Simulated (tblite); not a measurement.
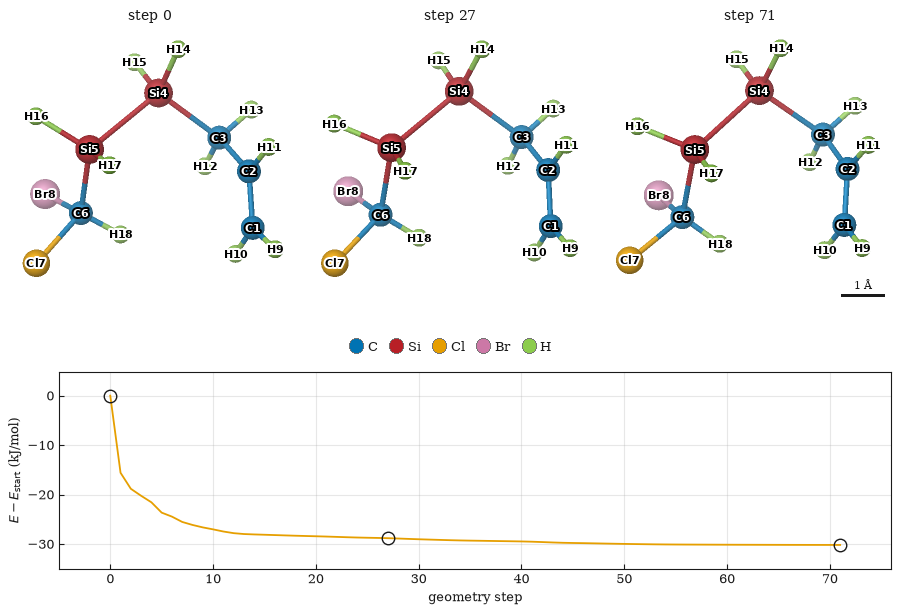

Frames of a relaxation of C₄H₁₀BrClSi₂, marked on the history of the run. A ball-and-stick model, seen at a tilt.

Theory: GFN2-xTB geometry optimisation, gas phase in tblite 0.8.0. 

Q: What happens along the run?

A: The largest move after the best rigid fit is that of Br8, 0.32 Å. Largest moves by element: Br 0.32 Å, H 0.31 Å, C 0.21 Å, Cl 0.17 Å, Si 0.16 Å. Near-neighbour distances that change, for instance: Si5–C6 1.834 → 1.934 Å, C3–Si4 1.862 → 1.920 Å, C2–C3 1.524 → 1.487 Å, Si5–H16 1.496 → 1.466 Å. Among the angles between lasting bonds that change: C6–Si5–H16 113.5° → 102.7°, Si4–Si5–H17 107.5° → 117.6°, C6–Si5–H17 110.6° → 102.2°. Over 71 geometry steps the energy falls by 30.2 kJ/mol. From step 0 to 27: H16 moves most (0.18 Å), energy −28.8 kJ/mol. From step 27 to 71: Br8 moves most (0.27 Å), energy −1.37 kJ/mol.
